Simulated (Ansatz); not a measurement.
**BN (Qingsongite): how the settings move a calculation**

Aim: see which settings change the result for BN (Qingsongite), by how much, and at what cost.

Computed with Ansatz 0.2.0 (reference: DFT, PBE, plane-wave PAW, default files, scalar-relativistic, unless a step's input says otherwise).

1 further run of the same task is left out (set aside as unsound or not needed).

**1. The system as given**

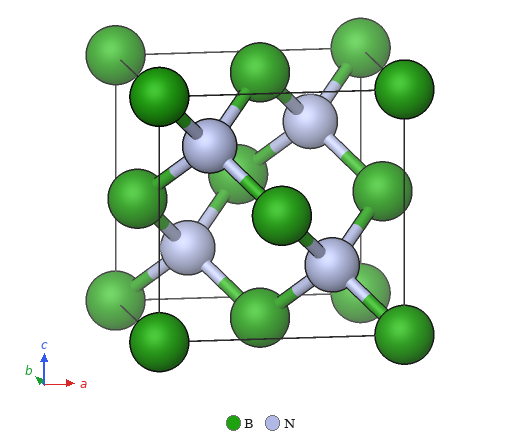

Start, viewed slightly off an axis; boron green, nitrogen light blue. Atoms on the faces are drawn again on the opposite ones. The cell drawn here is the conventional one.

As a file:

```cif
data_structure
_symmetry_space_group_name_H-M 'P 1'
_symmetry_Int_Tables_number 1
_cell_length_a 2.5562
_cell_length_b 2.5562
_cell_length_c 2.5562
_cell_angle_alpha 60.000
_cell_angle_beta 60.000
_cell_angle_gamma 60.000
_cell_volume 11.81
loop_
_atom_site_label
_atom_site_type_symbol
_atom_site_fract_x
_atom_site_fract_y
_atom_site_fract_z
_atom_site_occupancy
B1 B 0.00000 0.00000 0.00000 1
N1 N 0.25000 0.25000 0.25000 1
```

**2. Reference**

The input, input.yaml:

```yaml
crystal:
  lattice:
    - [0.0, 1.8075, 1.8075]
    - [1.8075, 0.0, 1.8075]
    - [1.8075, 1.8075, 0.0]
  atoms:
    - { symbol: B, position: [0.0, 0.0, 0.0] }
    - { symbol: "N", position: [0.25, 0.25, 0.25] }
kpoints:
  mp_grid: { grid: [13, 13, 13] }
scf:
  occupations: { method: fermi_dirac, width: 0.02 }
hamiltonian:
  xc: pbe
  pseudopotentials: { kind: paw }
output:
  forces: true
  stress: true
  populations: true
  efg:
    quadrupole_moments_barn: { B: 0.04059, "N": 0.02044 }
    contact_densities: true
relax:
  f_tol: 0.02
  max_steps: 60
```

Launch:

```console
> ansatz run input.yaml --threads 1 --pin off --max-ram 2560MiB --backend cpu --events-out ev --progress --plain --runs-dir out
```

The main lines of its log:

```text
[...]
Basis set: ecut = 420 eV, 259 PW (Γ), exchange–correlation on 36×36×36 points (8 copies of the dense FFT grid, shifted against one another)
[...]
k-points: 84 of 2197 (time reversal used)
[...]
SCF iter   1: F=—  HF=-542.274761 eV  |F-HF|=—  |Δ(HF+E_count)|=         —  Δρ=1.55e-3  dr2=1.41e-4  ethr=1.77e-3  ⟨swp⟩=4.9  Hψ=4355  notcnv=0
preconditioner: auto → none  [insulator: Δε(μ)=4.549 eV  Ē_g=20.012 eV  σ=0.020 eV  W_gap=1.00  n_scr=0 (ndim 8)  ℏωp=30.6 eV  f_vac=0.000  D(μ)=0.00/eV (n_scr^D=0)  ε∞_Penn≈3.3]
SCF iter   2: F=—  HF=-542.274896 eV  |F-HF|=—  |Δ(HF+E_count)|=   1.35e-4  Δρ=8.20e-4  dr2=2.22e-5  ethr=1.76e-6  ⟨swp⟩=2.0  Hψ=1679  notcnv=0
[...]
SCF iter   5: F=-542.274958 eV  HF=-542.274958 eV  |F-HF|=5.26e-9  |Δ(HF+E_count)|=   1.51e-8  Δρ=1.00e-5  dr2=3.05e-9  ethr=2.68e-10  ⟨swp⟩=1.6  Hψ=745  notcnv=0
SCF iter   6: F=-542.274958 eV  HF=-542.274958 eV  |F-HF|=9.78e-12  |Δ(HF+E_count)|=   5.88e-9  Δρ=9.50e-7  dr2=3.87e-11  ethr=3.81e-11  ⟨swp⟩=1.5  Hψ=2022  notcnv=0
[...]
relax step   1: F+E_penalty+E_count = -542.27495835 eV  Δ(F+E_penalty+E_count) = +0.000e0 eV  max|allowed force component| = 3.978e-16 eV/Å  Δτ_max = 0.0000 Å  (6 SCF iters, accepted)
[...]
SCF converged after 6 iterations
Free energy (F): -542.274958 eV
[...]
E sigma→0 (E₀):  -542.274958 eV
Fermi energy:    13.445707 eV
[...]
  P = ⅓ Tr σ = 3.0254 GPa (30.254 kbar)
[...]
--- Relaxed structure (1 steps of the walk, 1 accepted, 0 SCFs on fresh bases) ---
[...]
```

Run time: 1.9 s. Hardware: 1 thread of Arm Neoverse V2, shared host; peak memory 0.3 GiB.

**3. Variant: occupations.method tetrahedron_uncorrected, accuracy low, width left out**

input.yaml, as its differences from that of step 2:

```diff
@@ -11,3 +11,3 @@
 scf:
-  occupations: { method: fermi_dirac, width: 0.02 }
+  occupations: { method: tetrahedron_uncorrected }
 hamiltonian:
@@ -22,4 +22,2 @@
     contact_densities: true
-relax:
-  f_tol: 0.02
-  max_steps: 60
+accuracy: low
```

Launch:

```console
> ansatz run input.yaml --threads 1 --pin off --max-ram 2560MiB --backend cpu --events-out ev --progress --plain --runs-dir out
```

Output, shortened:

```text
Warning: RAYON_NUM_THREADS=1 ignored (pool sized by the plan → 1); use --threads N
[...]
Pseudopotentials: kind: paw
Pseudopotential: B, paw, valence charge 3, recommended cutoff 420 eV (normal), B.paw.azcp
Pseudopotential: N, paw, valence charge 5, recommended cutoff 420 eV (normal), N.paw.azcp
Functional definition: PBE
[...]
Crystal: 2 atoms, lattice volume = 11.810 Å³
Basis set: ecut = 420 eV, 259 PW (Γ), exchange–correlation on 36×36×36 points (8 copies of the dense FFT grid, shifted against one another)
Bands: 8, of which v1, the nominal top of the filled ones, is band 4 counted from 1 (3 counted from 0)
Symmetry: 24 space group operations
Space group: F-43m (ITA 216), of the structure as read, at distance tolerance 2.3e-5 Å
k-points: 84 of 2197 (time reversal used)
[...]
SCF iter   1: F=—  HF=-542.274761 eV  |F-HF|=—  |Δ(HF+E_count)|=         —  Δρ=1.55e-3  dr2=1.41e-4  ethr=1.77e-3  ⟨swp⟩=5.0  Hψ=4383  notcnv=0
[...]
SCF iter   6: F=-542.274958 eV  HF=-542.274958 eV  |F-HF|=8.64e-12  |Δ(HF+E_count)|=   6.02e-9  Δρ=9.55e-7  dr2=3.96e-11  ethr=3.97e-11  ⟨swp⟩=1.1  Hψ=2483  notcnv=0
[...]
SCF converged after 6 iterations
Free energy (F): -542.274958 eV
[...]
E sigma→0 (E₀):  -542.274958 eV
Fermi energy:    11.179547 eV
[...]
--- Forces (eV/Å), atoms counted from 1 ---
  atom   1  B      0.00000000    -0.00000000     0.00000000
  atom   2  N     -0.00000000    -0.00000000    -0.00000000
[...]
--- Stress (GPa, compression-positive) ---
        3.025369       0.000000      -0.000000
        0.000000       3.025369       0.000000
       -0.000000       0.000000       3.025369
  P = ⅓ Tr σ = 3.0254 GPa (30.254 kbar)
--- PAW observables at the nuclei: V_zz in 10²¹ V/m², potentials from the cell's mean, atoms counted from 1 ---
  atom   1  B  V_zz =    -0.000000   η = 0.0000   by run symmetry: forbidden   C_q = -0.0000 MHz
            electrostatic potential = -327.665713 V   contact ρ = 485.909331 e/Å³
  atom   2  N  V_zz =    +0.000000   η = 0.0000   by run symmetry: forbidden   C_q = +0.0000 MHz
            electrostatic potential = -517.878108 V   contact ρ = 1411.212496 e/Å³
--- Band table (eV; the first three rows and the last of 84) ---
  k-point 0: bands = ["-9.0521", "11.1795", "11.1795", "11.1795", "20.0104", "20.0104", "20.0104", "21.5014"]
[...]
--- Löwdin populations: 2 sites ---
  site symbol       q [e]
     0      B      2.6903
     1      N      5.2814
  spilling = 0.003538 (of n_electrons = 8.000000)
```

Wall time 1.6 s (1 thread of Arm Neoverse V2, shared host); peak memory 0.28 GiB.

The changed input (smearing) leaves the energy the same to the digits printed.

**4. Comparison**

| run | ending | energy change | pressure (GPa) | gap (eV) | force (eV/Å) | cycles | time |
| --- | --- | --- | --- | --- | --- | --- | --- |
| reference | converged | 0 | 3.0 | 4.55 | 0.00 | 6 | 1.9 s |
| 1: occupations.method tetrahedron_uncorrected, accuracy low, width left out | converged | 0.0 meV/atom (σ→0) | 3.0 | 4.55 | 0.00 | 6 | 1.6 s |

What this shows: The changed input (smearing) leaves the energy the same to the digits printed. Symmetry fixes the atoms and the cell is held, so no setting can move this relaxation. 

These are semilocal Kohn-Sham gaps, which aren't the measured quantity. Such gaps usually fall short of the measured ones.
